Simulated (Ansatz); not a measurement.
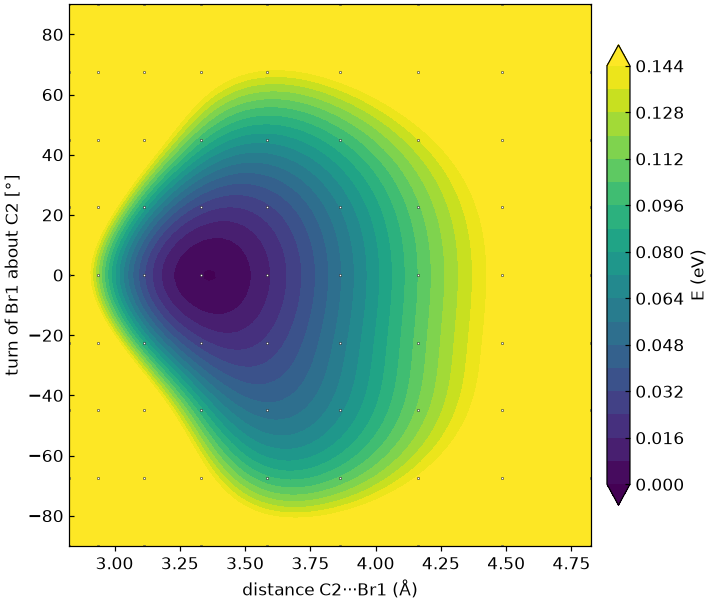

The pair Br···CH₃Cl, charge −1. The turn is about an axis along (−0.81, −0.58, −0.13) in the frame of the relaxed pair, normal to the line between the partners. The first coordinate is: distance C2···Br1; the second: turn of Br1 about C2. Grid: 9 × 9 points. Points are written as (first, second). Energies: eV, counted from the lowest grid point. Level of theory: RKS BHLYP-D4/def2-SVPD in Ansatz 0.2.0.

The picture shows filled contours, dots at the grid points, one colour for all values above the top of the scale. Between grid points the surface is interpolated.

Estimate the position of the minimum and the force constants in these coordinates.

The interpolated minimum is at distance C2···Br1 ≈ 3.364 Å, turn of Br1 about C2 ≈ 0.0°. The curvatures there are about 0.77 eV/Å² and 0.35 eV/rad², with a cross term of about 0 eV/(Å·rad). Round the minimum the two coordinates are nearly uncoupled.
